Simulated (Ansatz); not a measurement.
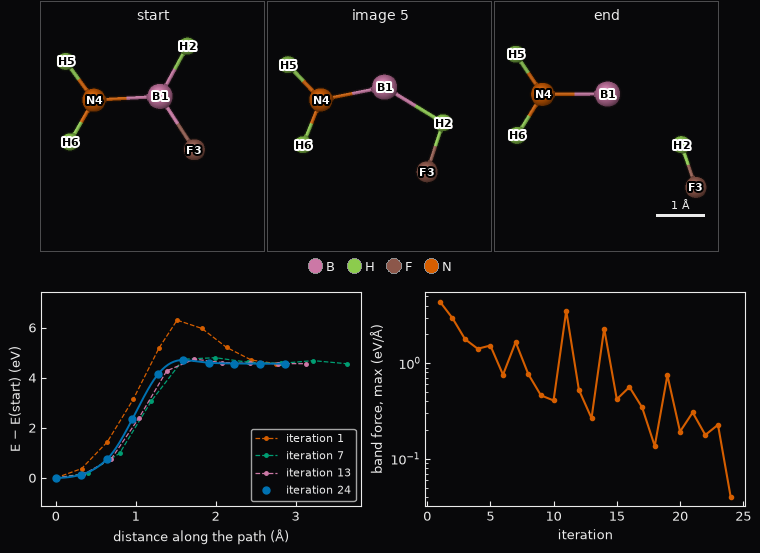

A search for the minimum-energy path of BNH$_{3}$F by the nudged elastic band. Images are numbered from 0 (start) to 9 (end). The plot follows the band through its iterations. A ball-and-stick model, seen face on.

Theory: Ansatz, RKS B3LYP-D4/def2-SVP. Run with 8 movable images; no climbing image; force threshold 0.05 eV/Å; iteration limit 60; starting path through a guess of the saddle point.

> Did the band converge, and can the barrier be trusted?

The run is converged, with reservations. The band converged in 24 iterations. The largest component of the band force went from 4.4 to 0.04 eV/Å. No image climbed, so the highest image needn't lie on the saddle point, and the true maximum along this path can be higher. The first iteration put the highest image at 6.30 eV. Forward barrier 4.71 eV, backward barrier 0.15 eV, with image 5 at the top; the reaction energy is +4.56 eV.
